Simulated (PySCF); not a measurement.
# SiBr (charge +1): what the fields show

```xyz
2

Si    0.0000    0.0000   -1.5607
Br    0.0000    0.0000    0.5533
```

All numbers below come from PySCF, PBE0/def2-TZVPPD, non-relativistic Hamiltonian with scalar-relativistic core potentials where named, at a bond length of 2.114 Å.

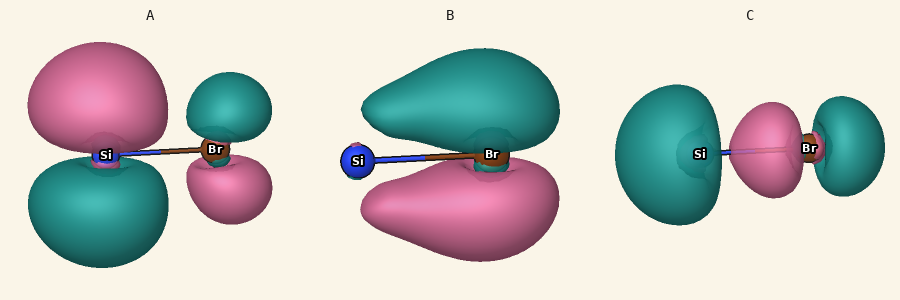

Figure 1. Three frontier orbitals, each drawn at the value that holds 80 % of its norm (teal and pink are the two phases), in no order; of a degenerate pair one member is drawn.

> Name the orbitals and rank them from lowest to highest energy.

Orbital B: π, occupied, −15.96 eV; mainly on Br (85 %).
Orbital C: σ, occupied, −15.56 eV; shared between the atoms (Si 65 %, Br 35 %).
Orbital A: π, empty, −9.44 eV; mainly on Si (80 %).

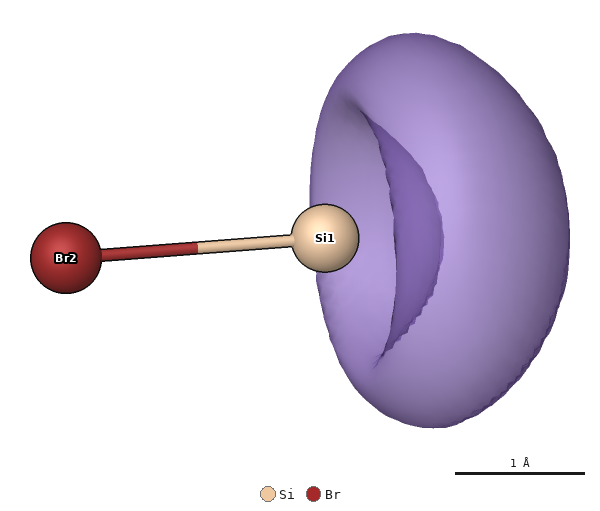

Figure 2. Isosurface of the ELF at 0.9 (purple), seen from one side. Only the valence region is drawn (cores and ρ < 0.01 e/Å³ removed).

> Where are the electrons localised?

At this value the surface marks out one lobe on Si, pointing away from the bonds (lone pairs). Along the contacts the grid gives the following. Si–Br (2.11 Å): the ELF peaks at about 0.80 between the atoms (a short, strongly polar bond).

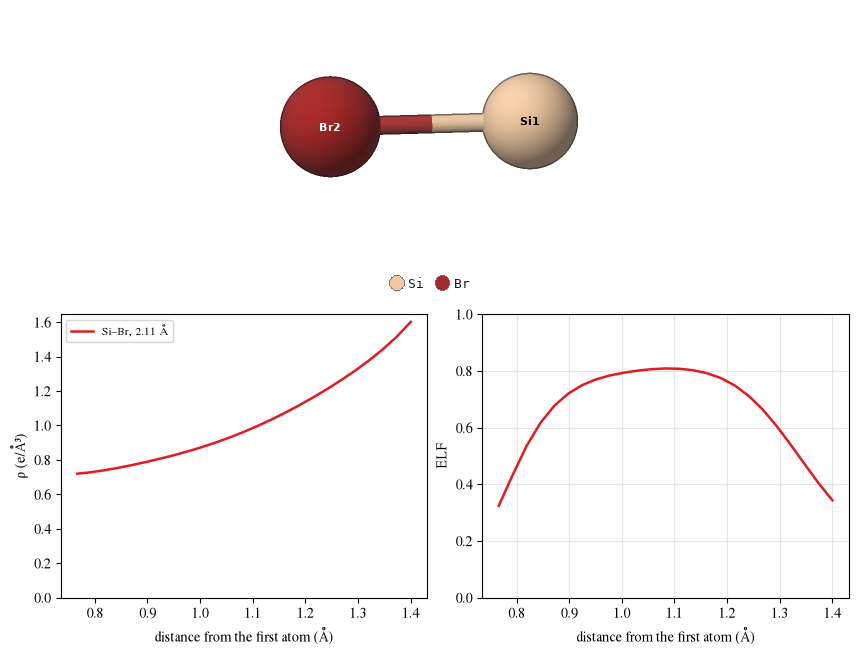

Figure 3. Electron density and electron localisation function along straight lines between neighbouring atoms. The curves leave out the atomic cores. The structure is drawn too.

> What kind of bonding do the profiles show?

Si–Br (2.11 Å): ρ at the midpoint is about 0.93 e/Å³; the ELF peaks at about 0.80 between the atoms; a short, strongly polar bond.
